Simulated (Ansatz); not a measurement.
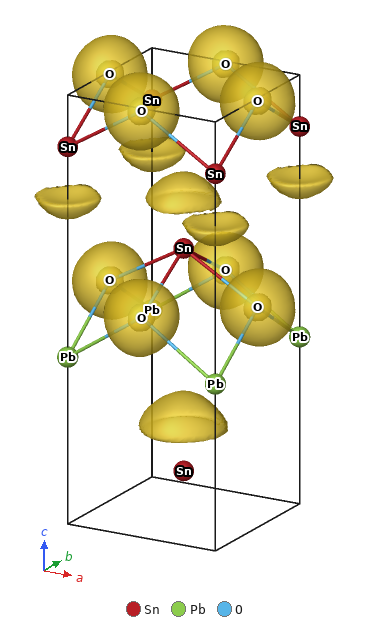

Sn3PbO4. Isosurface of the ELF at 0.65 (yellow), seen at an oblique angle. Only the valence region is drawn (cores and ρ < 0.01 e/Å³ removed). Sticks mark near contacts.

Space group P4mm; a structure generated by program, which may or may not match a known phase.

Theory: DFT PBE, scalar-relativistic, plane waves, PAW in Ansatz.

Core electrons are frozen (PAW), and the valence fields are smoothed inside the atomic spheres.

### What do the ELF domains correspond to?

The surface consists of three lobes on Sn, pointing away from the bonds (lone pairs) and four regions wrapped around O (the valence shell of each), counted in one cell of 8 atoms. Any copies at cell faces, edges or corners count once. Along the contacts the grid gives the following. Sn–O (2.24 Å): the ELF peaks at about 0.85 in the valence shell of O, 0.6 Å from its nucleus, and is about 0.20 at the midpoint: no localised pair shows between them. Pb–O (2.34 Å): the ELF peaks at about 0.85 in the valence shell of O, 0.6 Å from its nucleus, and drops to about 0.20 between the two atoms.
